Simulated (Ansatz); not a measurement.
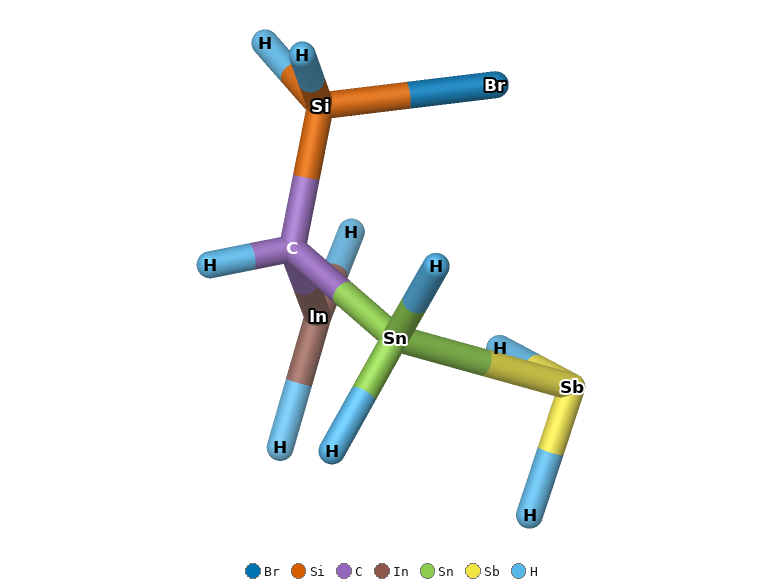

The picture shows a molecular structure as a stick model.

What is the molecular formula?

Answer. CH9BrInSbSiSn, 15 atoms: 1 carbon, 9 hydrogen, 1 bromine, 1 indium, 1 antimony, 1 silicon and 1 tin.

What is the point group of this geometry?

Answer. C1.

How many bonds of each kind are drawn?

Answer. 2 Si–H, 2 In–H, 2 Sn–H, 2 Sb–H, 1 Br–Si, 1 C–Si, 1 C–In, 1 C–Sn, 1 Sb–Sn, 1 C–H.

More results for the same structure follow; atom numbers are the same in all pictures, views and colours differ. The geometry was computed by an optimisation with PBE0-D4/def2-TZVP.

**Vibrations**

Harmonic vibrations computed with RKS PBE0-D4/def2-TZVP, core potentials on In, Sb, Sn (Ansatz 0.2.0) at a stationary point of the same level.

How many vibrational modes are there, and where do they lie?

Answer. 39 modes: 28, 36, 61, 63, 97, 109, 165, 179, 234, 271, 329, 356, 386, 445, 449, 482, 536, 547, 565, 584, 614, 627, 707, 709, 777, 809, 841, 871, 962, 987, 1815, 1822, 1839, 1915, 1925, 1960, 2213, 2220, 3077 cm⁻¹.

**Electronic properties**

Method: RKS BHLYP-D4/def2-TZVPP, core potentials on In, Sb, Sn (Ansatz 0.2.0).

Give the LUMO energy (Kohn–Sham orbital) at this level.

Answer. −1.09 eV.

What is the HOMO energy (Kohn–Sham orbital)?

Answer. −7.98 eV.

Give the dispersion correction at this level.

Answer. −103.9 kJ/mol.

**Dipole moment**

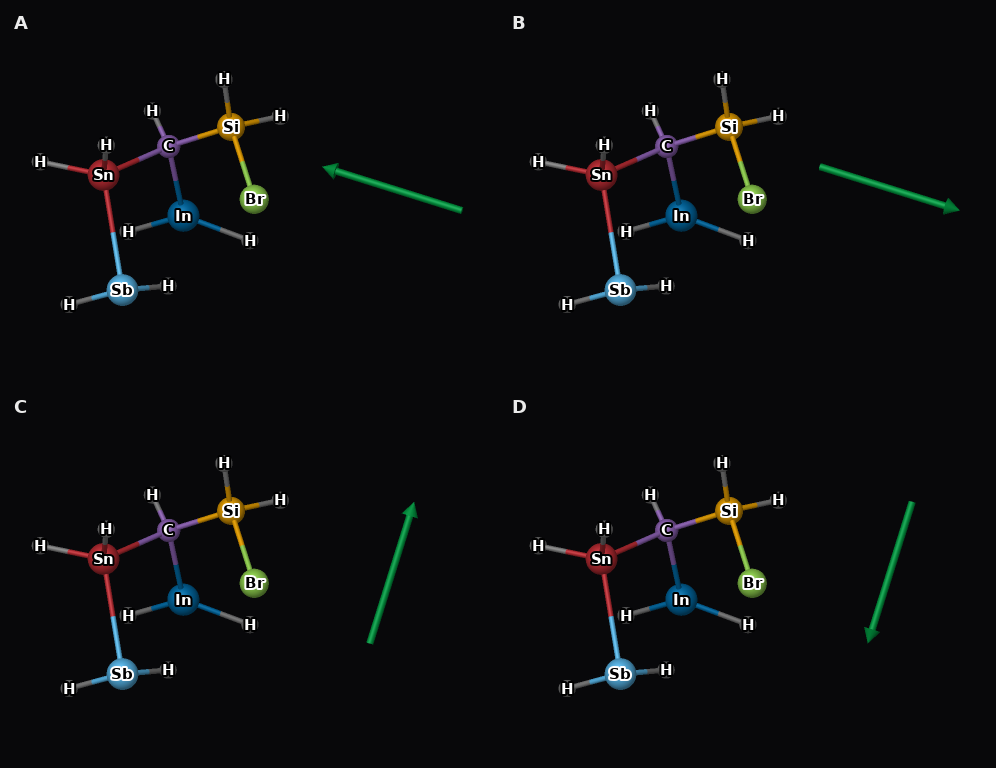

The same molecule four times, each with an arrow. Method: RKS PBE-D4/def2-TZVPP, core potentials on In, Sb, Sn (Ansatz 0.2.0).

Which arrow points along the dipole moment, from the negative to the positive end?

Answer. A. The dipole moment is 1.59 D.

**Charges**

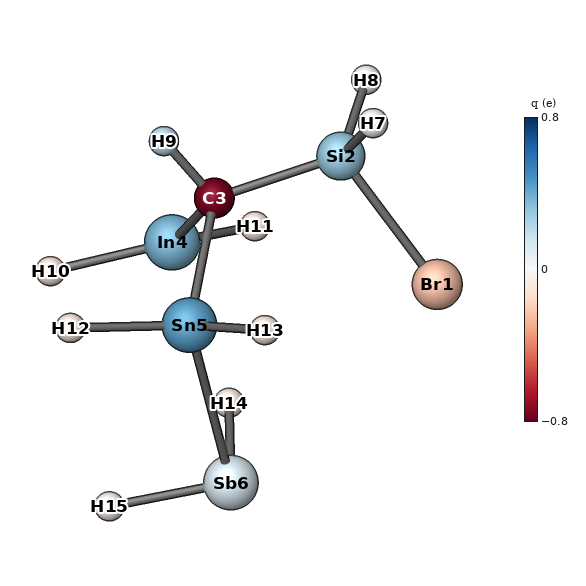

Atoms are coloured by their Mulliken charges. Method: RKS ωB97M-V/def2-TZVPP, core potentials on In, Sb, Sn (Ansatz 0.2.0).

List the Mulliken charges.

| atom | value (e) |
| --- | --- |
| Br1 | −0.23 |
| Si2 | 0.30 |
| C3 | −0.75 |
| In4 | 0.36 |
| Sn5 | 0.42 |
| Sb6 | 0.12 |
| H7 | −0.01 |
| H8 | −0.01 |
| H9 | 0.20 |
| H10 | −0.08 |
| H11 | −0.07 |
| H12 | −0.07 |
| H13 | −0.06 |
| H14 | −0.07 |
| H15 | −0.04 |

Mulliken values depend strongly on the basis set and can even reverse the polarity of a bond.
